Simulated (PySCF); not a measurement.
**WOF₂: relaxation and vibrations of the triplet**

The task is one start of a wider search on WOF₂: the triplet, from a PBE0 minimum start. It is relaxed, tested by its Hessian and followed downhill if it is a saddle.

Computed with PySCF 2.14.0. Level: PBE0, basis W def2-SVP with ECP60, O def2-SVP, F def2-SVP, scalar-relativistic core potentials, no spin–orbit coupling, density fitting.

### 1 The starting structure

4 atoms, charge 0, spin multiplicity 3.

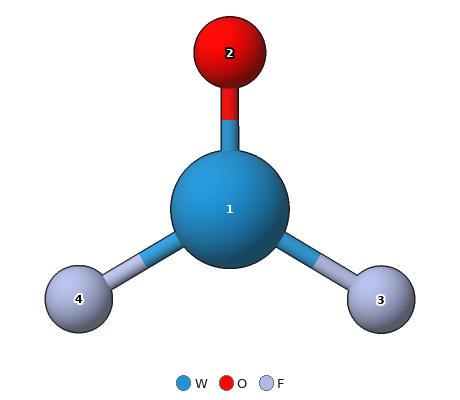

The starting geometry (tungsten blue, oxygen red, fluorine light blue); atoms are numbered from 1 in the order of the file.

Coordinates in bohr (charge 0 multiplicity 3):
```
W     0.0782    0.0000    0.0000
O     3.2601    0.0000    0.0000
F    -1.7508   -3.0597    0.0000
F    -1.7508    3.0597    0.0000
```

### 2 The SCF at the typed geometry

One driver script runs all steps and calls PySCF; scf.py shows how it sets up the SCF of each step. The optimiser is the driver's own. After this first run the driver tries any further starts and a stability analysis.

Input file scf.py:

```python
from pyscf import gto, scf, dft
mol = gto.M(atom='''
W      0.041370     0.000000     0.000000
O      1.725150    -0.000000     0.000000
F     -0.926490    -1.619120     0.000000
F     -0.926490     1.619120     0.000000''',
    basis={'W': 'def2-SVP', 'O': 'def2-SVP', 'F': 'def2-SVP'},
    ecp={'W': 'def2-SVP'},
    charge=0, spin=2)
mf = dft.UKS(mol, xc='PBE0')
mf.grids.atom_grid = (50, 194)
aux = {'W': 'def2-universal-JKFIT', 'O': 'def2-universal-JKFIT', 'F': 'def2-universal-JKFIT'}
mf = mf.density_fit(auxbasis=aux)
mf.conv_tol = 1e-08
mf.diis_space = 10
mf.max_cycle = 60
mf.init_guess = 'minao'
mf.verbose = 4
mf.kernel()
```

Started as:

```console
$ OMP_NUM_THREADS=2 python axn.py task.json out
```

Standard output:

```text
init E= -329.150139837857
[... the frontier-level lines of each cycle are left out ...]
cycle= 1 E= -341.292035654983  delta_E= -12.1  |g|= 0.925  |ddm|=  5.1
cycle= 2 E= -337.911588858766  delta_E= 3.38  |g|= 2.92  |ddm|=  2.4
cycle= 3 E= -341.529228044748  delta_E= -3.62  |g|= 0.462  |ddm|= 2.06
cycle= 4 E= -341.590454054596  delta_E= -0.0612  |g|= 0.248  |ddm|= 0.462
cycle= 5 E= -341.612466958668  delta_E= -0.022  |g|= 0.0448  |ddm|= 0.186
cycle= 6 E= -341.613447356066  delta_E= -0.00098  |g|= 0.0143  |ddm|= 0.0531
cycle= 7 E= -341.613574241862  delta_E= -0.000127  |g|= 0.00273  |ddm|= 0.0151
cycle= 8 E= -341.613593240068  delta_E= -1.9e-05  |g|= 0.00161  |ddm|= 0.00783
cycle= 9 E= -341.613599493633  delta_E= -6.25e-06  |g|= 0.000386  |ddm|= 0.00565
cycle= 10 E= -341.613599917346  delta_E= -4.24e-07  |g|= 0.000122  |ddm|= 0.00168
cycle= 11 E= -341.613599934396  delta_E= -1.7e-08  |g|= 2.73e-05  |ddm|= 0.000301
cycle= 12 E= -341.613599935406  delta_E= -1.01e-09  |g|= 5.24e-06  |ddm|= 8.41e-05
Extra cycle  E= -341.613599935382  delta_E= 2.4e-11  |g|= 1.09e-05  |ddm|= 1.36e-05
converged SCF energy = -341.613599935382  <S^2> = 2.0167129  2S+1 = 3.0111213
```

This step, with its further starts and checks, needed 16 s of wall time on 2 threads of Arm Neoverse N1, shared host.

The starts that the driver tried:

```
                      start  energy (Eh)
    the minimal-basis guess  -341.613600
a thermally smeared density  -341.613600
      a smeared PBE density  -341.613600
```

No lower solution of this spin turned up from the other starts or in the test of internal stability.

### 3 PBE0 minimum start, triplet: relaxation

The program finds C2v symmetry in the start, which this walk keeps. Threshold on the gradient: 0.0003 Eh/bohr, with a further test on the energy change.

scf.py, as its differences from that of step 2:

```diff
@@ -4 +4 @@
-O      1.725150    -0.000000     0.000000
+O      1.725150     0.000000     0.000000
@@ -17 +16,0 @@
-mf.init_guess = 'minao'
```

Energy and gradient, step by step:

```csv
step,energy (Eh),change (kJ/mol),largest symmetric gradient (Eh/bohr)
0,-341.613600,0.00,0.00094
1,-341.613606,-0.01,0.00022
2,-341.613613,-0.03,0.00016
3,-341.613614,-0.04,0.00010
```

The walk took 12 s.

Positions (Å) and forces (eV/Å) along the way:

```
step 0
W    0.041   0.000   0.000  -0.049   0.000   0.000
O    1.725   0.000   0.000   0.001   0.000   0.000
F   -0.926  -1.619   0.000   0.024   0.004   0.000
F   -0.926   1.619   0.000   0.024  -0.004   0.000
step 1
W    0.040   0.000   0.000  -0.011   0.000   0.000
O    1.724   0.000   0.000  -0.006   0.000   0.000
F   -0.925  -1.620   0.000   0.009  -0.011   0.000
F   -0.925   1.620   0.000   0.009   0.011   0.000
step 2
W    0.037   0.000   0.000   0.008   0.000   0.000
O    1.721   0.000   0.000  -0.001   0.000   0.000
F   -0.922  -1.624   0.000  -0.003  -0.008   0.000
F   -0.922   1.624   0.000  -0.003   0.008   0.000
step 3
W    0.037   0.000   0.000   0.005   0.000   0.000
O    1.720   0.000   0.000  -0.003   0.000   0.000
F   -0.922  -1.624   0.000  -0.001  -0.002   0.000
F   -0.922   1.624   0.000  -0.001   0.002   0.000
```

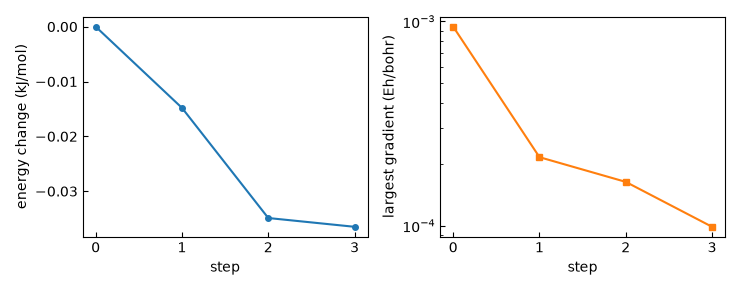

How energy and gradient fall.

It settles in C2v symmetry, 0.0 kJ/mol below the start, after 3 steps: W–F 1.886 Å (×2), W–O 1.684 Å; F–W–F 118.9°, F–W–O 120.5° (×2).

### 4 Is it a minimum? Harmonic modes

On the finer grid the gradient is checked again; gradients at displacements of ±0.02 bohr then give force constants and infrared intensities.

scf.py, as its differences from that of step 3:

```diff
@@ -3,4 +3,4 @@
-W      0.041370     0.000000     0.000000
-O      1.725150     0.000000     0.000000
-F     -0.926490    -1.619120     0.000000
-F     -0.926490     1.619120     0.000000''',
+W      0.041922     0.000000     0.000000
+O      1.725467     0.000000     0.000000
+F     -0.920494    -1.622539     0.000000
+F     -0.920494     1.622539     0.000000''',
@@ -11 +11 @@
-mf.grids.atom_grid = (50, 194)
+mf.grids.atom_grid = (75, 302)
@@ -14 +14 @@
-mf.conv_tol = 1e-08
+mf.conv_tol = 1e-10
```

This SCF starts from the last density.

Log of the central SCF (cycles and frontier levels):

```text
init E= -341.613763069299
[... the frontier-level lines of each cycle are left out ...]
cycle= 1 E= -341.613763069289  delta_E= 1.01e-11  |g|= 5.75e-06  |ddm|= 5.01e-06
Extra cycle  E= -341.61376306918  delta_E= 1.09e-10  |g|= 1.75e-05  |ddm|= 1.5e-05
converged SCF energy = -341.61376306918  <S^2> = 2.0167195  2S+1 = 3.0111257
```

The whole step took 84 s.

Geometry: C2v; W–F 1.886 Å (×2), W–O 1.684 Å; F–W–F 118.7°, F–W–O 120.7° (×2).

Modes, for the most abundant isotopes:

| symmetry | ω (cm⁻¹) | IR (km/mol) |
| --- | --- | --- |
| b1 | 161 | 19.9 |
| a1 | 164 | 6.4 |
| b2 | 189 | 16.0 |
| b2 | 680 | 146 |
| a1 | 691 | 65.3 |
| a1 | 1064 | 131 |

No imaginary mode, so this is a minimum.

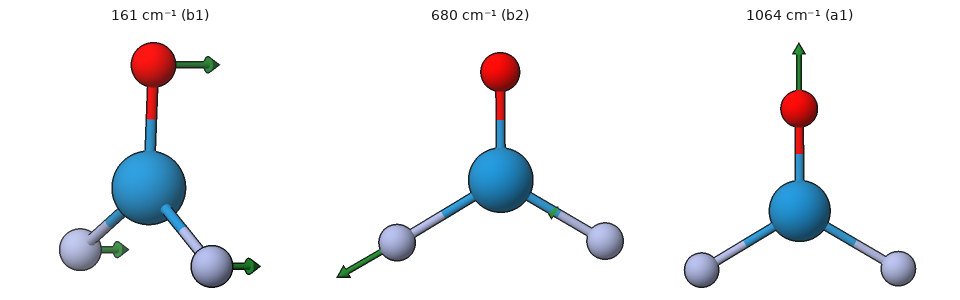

How the atoms move in 3 of the modes.

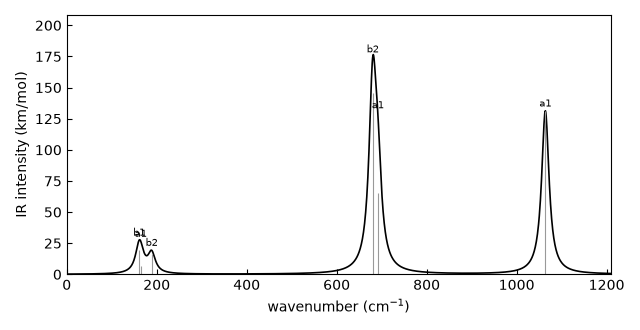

The harmonic infrared spectrum (widths in cm⁻¹). Lines are broadened to a width of 20 cm⁻¹ (Lorentzian).

Properties at this point:

* Dipole moment: 0.60 D
* Highest occupied level: -6.91 eV
* Lowest empty level: -3.49 eV
* Rotational constants: 0.2104, 0.1685, 0.09357 cm⁻¹
* Zero-point energy: 17.6 kJ/mol
* Principal polarisabilities: 29.5, 30.9, 36.1 bohr³
* Atomisation energy without zero-point energy: 1814 kJ/mol
* Principal traceless quadrupole moments about the centre of mass: -4.37, -3.72, 8.09 D Å
* Entropy at 298.15 K and 1 bar (electronic part: spin only): 321.4 J/(mol K)
* Heat capacity Cp at 298.15 K: 65.3 J/(mol K)
* Enthalpy at 298.15 K above 0 K: 15.40 kJ/mol
* Rotational symmetry number: 2
* Spin squared ⟨S²⟩: 2.017

Charges (e) and bond orders:

| atom | Mulliken | Löwdin | polar tensor | spin (Mulliken) | Mayer order to W1 |
| --- | --- | --- | --- | --- | --- |
| W1 | 1.05 | 0.46 | 1.97 | 2.09 | – |
| O2 | -0.31 | -0.10 | -0.73 | -0.15 | 2.29 |
| F3,4 | -0.37 | -0.18 | -0.62 | 0.03 | 1.02 |

Mulliken populations on W1 (outside its core potential): s 2.58, p 6.27, d 3.95, f 0.15.

### 5 Summary of results

| quantity | value |
| --- | --- |
| minimum | triplet, C2v |
| geometry | W–F 1.886 Å (×2), W–O 1.684 Å; F–W–F 118.7°, F–W–O 120.7° (×2) |
| wavenumbers (cm⁻¹) | 161 (b1), 164 (a1), 189 (b2), 680 (b2), 691 (a1), 1064 (a1) |
| dipole moment | 0.60 D |
| highest occupied, lowest empty level (either spin) | -6.91, -3.49 eV |
| polar-tensor charge of W1 | +1.97 e |
| zero-point energy | 17.6 kJ/mol |
| entropy at 298.15 K | 321.4 J/(mol K) |
| atomisation energy (no zero-point energy) | 1814 kJ/mol |
| ⟨S²⟩ | 2.017 |

What this shows: The PBE0 minimum start keeps its C2v symmetry and ends in a minimum. The strongest infrared band lies at 680 cm⁻¹ (b2, stretch). Most of the spin sits on W1 (Mulliken spin 2.09, against 2 for the whole molecule). Other starts or spin states, not run here, may lie lower. One determinant may miss the lowest occupation of an open d or f shell. With an element this heavy the missing spin–orbit coupling can shift these numbers.

The search up to here took 1.9 min.
